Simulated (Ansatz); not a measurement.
# B₂H₂ (triplet): correlated methods under varied settings at distance B1–H3 = 1.197 Å

Aim: run B₂H₂ (triplet) at one geometry under a spread of methods and options, and see what each costs and gives.

Computed with Ansatz 0.2.0, Gaussian basis. Level: the settings change from run to run.

20 further runs of the same task are left out: 2 for a mislabelled method, 12 that didn't finish, 6 set aside as unsound or not needed.

## (1) The system

The geometry derives from a PBE0/def2-TZVP stationary point (not a proven minimum). One bond is set to the value named and the two fragments are kept rigid.

4 atoms, charge 0, spin multiplicity 3.

Atoms are counted from 1 here; the program's logs count them from 0.

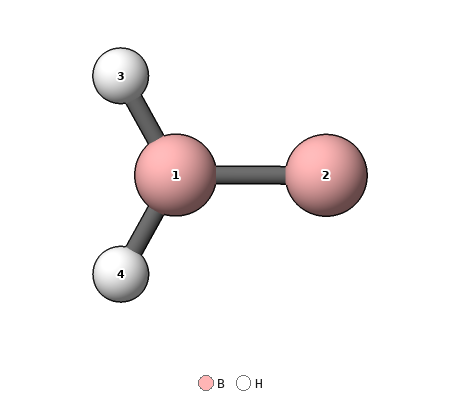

The geometry (boron pink, hydrogen white); atoms are numbered from 1 in the order of the file.

## (2) CCSD(T) on ROHF/6-31G

in.yaml reads:

```yaml
crystal:
  periodic: [false, false, false]
  atoms:
    - {symbol: B, position_ang: [0.000000, 0.000000, 0.675628]}
    - {symbol: B, position_ang: [0.000000, 0.000000, -0.909454]}
    - {symbol: H, position_ang: [0.000000, 1.047868, 1.253990]}
    - {symbol: H, position_ang: [0.000000, -1.047868, 1.253990]}
basis:
  gaussian: {orbitals: 6-31G}
magnetization: {spin_polarized: false, initial_magnetization: 2}
correlation: {method: ccsd_t, electrons: outside_noble_gas, diis_vectors: 2}
output: {forces: true}
```

Launch:

```
$ ansatz run in.yaml --threads 1 --pin off --events-out ev --progress --plain --max-ram 2393MiB
```

The program printed, shortened:

```text
Functional definition: HF
  name "HF"
  cite "Fock, Z. Phys. 61, 126 (1930) doi:10.1007/BF01340294"
  parent pbe
[...]
316 factors; integrals over basis functions are off by at most 2.6e-4 eV
[...]
mean field -1370.65934552 eV, -50.3708018815 hartree, gradient 2.8e-6 eV, S^2 2.000000; 4 other end points of the search recorded, 0 dependent functions left out
[...]
determinant -1370.65934552 eV, -50.3708018815 hartree, with singles and doubles -1373.38572414 eV, -50.4709944477 hartree
determinant -1369.17574728 eV, -50.3162806520 hartree, with singles and doubles -1371.55543381 eV, -50.4037325189 hartree
determinant -1367.20375644 eV, -50.2438113251 hartree, with singles and doubles -1370.38218750 eV, -50.3606165122 hartree
2 core orbitals not correlated: weight in the atoms' cores, before any rotation towards them, 1.000 or more for the frozen orbitals, at most 0.000 for the correlated occupied ones
reference -1370.65934552 eV, -50.3708018815 hartree; 5, 3 occupied and 15, 17 virtual orbitals, 316 factors
second order -2.01251846 eV of doubles, -0.00922922 eV of singles
cycle   1  -2.72645048 eV  change   -7.2e-5 eV  update   6.6e-4
[...]
cycle  10  -2.72639205 eV  change   -5.8e-7 eV  update   6.7e-7
perturbative correction -0.07049722 eV, -0.0025907252 hartree
[...]
Total energy: -1373.45623480 eV, -50.4735856666 hartree
Atom 0 at     0.000000     0.000000     0.675628 Å, force     0.000000     0.000000     0.569657 eV/Å
Atom 1 at     0.000000     0.000000    -0.909454 Å, force     0.000000     0.000000    -0.930460 eV/Å
Atom 2 at     0.000000     1.047868     1.253990 Å, force     0.000000     0.186880     0.180402 eV/Å
Atom 3 at     0.000000    -1.047868     1.253990 Å, force    -0.000000    -0.186880     0.180402 eV/Å
Dipole moment:    -0.000000     0.000000    -0.154650 e Å
```

Wall time 0.48 s (1 thread of Intel Xeon 6975P-C, shared host).

From the report: correlation -2.7969 eV; T1 0.033; largest double amplitude 0.07.

## (3) CCSD(T) on UHF/6-31G

in.yaml, as its differences from that of step 2:

```diff
@@ -9,4 +9,4 @@
   gaussian: {orbitals: 6-31G}
-magnetization: {spin_polarized: false, initial_magnetization: 2}
-correlation: {method: ccsd_t, electrons: outside_noble_gas, diis_vectors: 2}
-output: {forces: true}
+magnetization: {spin_polarized: true, initial_magnetization: 2}
+correlation: {method: ccsd_t, electrons: valence, diis_vectors: 1}
+scf: {lower_state_search: off}
```

Launched as before.

The program printed, shortened:

```text
Functional definition: HF
  name "HF"
  cite "Fock, Z. Phys. 61, 126 (1930) doi:10.1007/BF01340294"
  parent pbe
[...]
316 factors; integrals over basis functions are off by at most 2.6e-4 eV
[...]
mean field -1370.67574414 eV, -50.3714045198 hartree, gradient 6.6e-6 eV, S^2 2.002683; 0 other end points of the search recorded, 0 dependent functions left out
2 core orbitals not correlated: weight in the atoms' cores, before any rotation towards them, 1.000 or more for the frozen orbitals, at most 0.000 for the correlated occupied ones
reference -1370.67574414 eV, -50.3714045198 hartree; 5, 3 occupied and 15, 17 virtual orbitals, 316 factors
second order -2.01598270 eV of doubles, -0.00000000 eV of singles
cycle   1  -2.43755514 eV  change   -4.2e-1 eV  update   6.1e-2
[...]
cycle  14  -2.71114302 eV  change   -1.0e-6 eV  update   7.0e-6
perturbative correction -0.07006206 eV, -0.0025747332 hartree
Total energy: -1373.45694922 eV, -50.4736119212 hartree
Checks for a lower state left out: stability, starts, cluster_reference, orbital_swaps, neighbouring_geometries, increment
```

Wall time 0.24 s (1 thread of Intel Xeon 6975P-C, shared host).

From the report: ⟨S²⟩ of the determinant 2.003 (pure triplet: 2.00); correlation -2.7812 eV; T1 0.030; largest double amplitude 0.07.

## (4) CCSD on UHF/def2-SVPD

in.yaml, as its differences from that of step 3:

```diff
@@ -8,5 +8,5 @@
 basis:
-  gaussian: {orbitals: 6-31G}
+  gaussian: {orbitals: def2-SVPD}
 magnetization: {spin_polarized: true, initial_magnetization: 2}
-correlation: {method: ccsd_t, electrons: valence, diis_vectors: 1}
-scf: {lower_state_search: off}
+correlation: {method: ccsd, electrons: outside_noble_gas}
+scf: {lower_state_search: light}
```

Launched as before.

The program printed, shortened:

```text
Functional definition: HF
  name "HF"
  cite "Fock, Z. Phys. 61, 126 (1930) doi:10.1007/BF01340294"
  parent pbe
[...]
556 factors; integrals over basis functions are off by at most 1.0e-3 eV
[...]
mean field -1370.01388544 eV, -50.3470816611 hartree, gradient 2.6e-6 eV, S^2 2.004768; 4 other end points of the search recorded, 0 dependent functions left out
determinant -1370.01388544 eV, -50.3470816611 hartree, with singles and doubles -1374.27202582 eV, -50.5035654340 hartree
determinant -1368.57813373 eV, -50.2943187592 hartree, with singles and doubles -1372.56311402 eV, -50.4407640836 hartree
determinant -1367.09466379 eV, -50.2398022444 hartree, with singles and doubles -1371.31459964 eV, -50.3948820262 hartree
2 core orbitals not correlated: weight in the atoms' cores, before any rotation towards them, 1.000 or more for the frozen orbitals, at most 0.000 for the correlated occupied ones
reference -1370.01388544 eV, -50.3470816611 hartree; 5, 3 occupied and 49, 51 virtual orbitals, 556 factors
second order -3.40862789 eV of doubles, -0.00000000 eV of singles
cycle   1  -4.24061675 eV  change   -1.7e-1 eV  update   2.3e-2
[...]
cycle  10  -4.27189190 eV  change    1.5e-6 eV  update   4.9e-6
Total energy: -1374.28577733 eV, -50.5040707927 hartree
```

It took 1.3 s on 1 thread of Intel Xeon 6975P-C, shared host.

From the report: ⟨S²⟩ of the determinant 2.005 (pure triplet: 2.00); correlation -4.2719 eV; T1 0.031; largest double amplitude 0.05.

## (5) MP2 on ROHF/6-31G

in.yaml, as its differences from that of step 4:

```diff
@@ -8,5 +8,4 @@
 basis:
-  gaussian: {orbitals: def2-SVPD}
-magnetization: {spin_polarized: true, initial_magnetization: 2}
-correlation: {method: ccsd, electrons: outside_noble_gas}
-scf: {lower_state_search: light}
+  gaussian: {orbitals: 6-31G}
+magnetization: {spin_polarized: false, initial_magnetization: 2}
+correlation: {method: mp2, electrons: outside_noble_gas}
```

The command is unchanged.

The program printed:

```text
Functional definition: HF
  name "HF"
  cite "Fock, Z. Phys. 61, 126 (1930) doi:10.1007/BF01340294"
  parent pbe
  exchange = exact_x
  correlation = 0
316 factors; integrals over basis functions are off by at most 2.6e-4 eV
mean field evaluation 1: about -1369.0562 eV, gradient 1.1e1 eV
mean field evaluation 2: about -1369.0576 eV, gradient 1.1e1 eV
mean field evaluation 4: about -1370.4681 eV, gradient 2.2e0 eV
mean field evaluation 8: about -1370.6591 eV, gradient 1.6e-1 eV
mean field evaluation 16: about -1369.8715 eV, gradient 2.7e0 eV
mean field -1370.65934552 eV, -50.3708018815 hartree, gradient 2.8e-6 eV, S^2 2.000000; 2 other end points of the search recorded, 0 dependent functions left out
mean field evaluation 32: about -1369.8598 eV, gradient 2.8e0 eV
2 core orbitals not correlated: weight in the atoms' cores, before any rotation towards them, 1.000 or more for the frozen orbitals, at most 0.000 for the correlated occupied ones
reference -1370.65934552 eV, -50.3708018815 hartree; 5, 3 occupied and 15, 17 virtual orbitals, 316 factors
second order -2.01251846 eV of doubles, -0.00922922 eV of singles
Total energy: -1372.68109320 eV, -50.4450997385 hartree
```

Run time: 0.12 s. Hardware: 1 thread of Intel Xeon 6975P-C, shared host.

## (6) CCSDT on UHF/6-31G*

in.yaml, as its differences from that of step 5:

```diff
@@ -8,4 +8,5 @@
 basis:
-  gaussian: {orbitals: 6-31G}
-magnetization: {spin_polarized: false, initial_magnetization: 2}
-correlation: {method: mp2, electrons: outside_noble_gas}
+  gaussian: {orbitals: "6-31G*"}
+magnetization: {spin_polarized: true, initial_magnetization: 2}
+correlation: {method: ccsdt, electrons: outside_noble_gas, diis_vectors: 1}
+scf: {lower_state_search: full}
```

Launched as before.

The program printed, shortened:

```text
Functional definition: HF
  name "HF"
  cite "Fock, Z. Phys. 61, 126 (1930) doi:10.1007/BF01340294"
  parent pbe
[...]
613 factors; integrals over basis functions are off by at most 2.3e-7 eV
[...]
mean field -1371.05446676 eV, -50.3853223193 hartree, gradient 2.1e-6 eV, S^2 2.003303; 9 other end points of the search recorded, 0 dependent functions left out
determinant -1371.05446676 eV, -50.3853223193 hartree, with singles and doubles -1374.84133194 eV, -50.5244870478 hartree
determinant -1369.60930287 eV, -50.3322135259 hartree, with singles and doubles -1373.07633239 eV, -50.4596245109 hartree
determinant -1368.12126451 eV, -50.2775291248 hartree, with singles and doubles -1371.85236362 eV, -50.4146444883 hartree
2 core orbitals not correlated: weight in the atoms' cores, before any rotation towards them, 1.000 or more for the frozen orbitals, at most 0.000 for the correlated occupied ones
reference -1371.05446676 eV, -50.3853223193 hartree; 5, 3 occupied and 27, 29 virtual orbitals, 613 factors
second order -3.00239084 eV of doubles, -0.00000000 eV of singles
cycle   1  -3.50437611 eV  change   -5.0e-1 eV  update   6.9e-2
[...]
cycle  40  -3.94290589 eV  change   -2.5e-7 eV  update   1.8e-7
Total energy: -1374.99737265 eV, -50.5302214381 hartree
```

Run time: 4.1 s. Hardware: 1 thread of Intel Xeon 6975P-C, shared host.

From the report: ⟨S²⟩ of the determinant 2.003 (pure triplet: 2.00); correlation -3.9429 eV; T1 0.036; largest double amplitude 0.08.

## (7) All runs side by side

Where basis and cores are those of an earlier FCI/6-31G run (-1373.4858 eV), and the state is the same kind, the miss against it is given.

```
                level         correlated  functions  energy (eV)  from FCI (meV)    time
CCSD(T) on ROHF/6-31G  outside noble gas         22   -1373.4562            29.6  0.48 s
 CCSD(T) on UHF/6-31G            valence         22   -1373.4569            28.8  0.24 s
CCSD on UHF/def2-SVPD  outside noble gas         56   -1374.2858                   1.3 s
    MP2 on ROHF/6-31G  outside noble gas         22   -1372.6811           804.7  0.12 s
  CCSDT on UHF/6-31G*  outside noble gas         34   -1374.9974                   4.1 s
```

## (8) Summary of results

```
quantity                       value
    runs                           5
quickest   MP2 on ROHF/6-31G, 0.12 s
 slowest  CCSDT on UHF/6-31G*, 4.1 s
```

**Reading.** Total energies in different bases, with other cores or another treatment of relativity can't be set against each other. CCSDT on UHF/6-31G* took 34 times as long as MP2 on ROHF/6-31G; the jobs differ in more than the method. Among the correlated runs with a miss given, it spans +29 to +805 meV.
